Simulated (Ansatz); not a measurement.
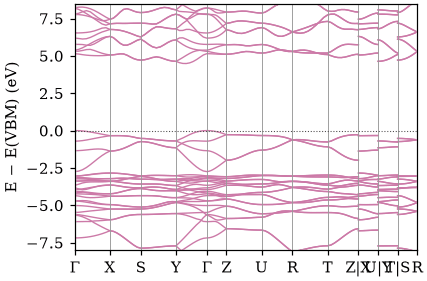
*Band structure from DFT-r²SCAN+D4 in the program Ansatz with PAW potentials*

Question: Read off the gap and where the band edges lie.

Answer: About 4.5 eV (4.48 eV by a search for the band edges); maximum at Γ, minimum on the Y–Γ line, 29 % of the way from Y.

The material is GeF2 in space group P2_12_12_1 (No. 19; Ge on 4a, F on 4a, F on 4a).

The workflow started from a Materials Project entry (that database holds measured and hypothetical structures alike); the Crystallography Open Database files this formula in space group No. 19, but the cells were not matched. Whether it is the stable phase at ambient conditions was not checked. The cell was relaxed with r²SCAN+D4 under the symmetry of its start; its stability against distortions is not shown here. Spin–orbit coupling is left out wherever it is not named.

Potentials: the later of the program's two PAW sets.
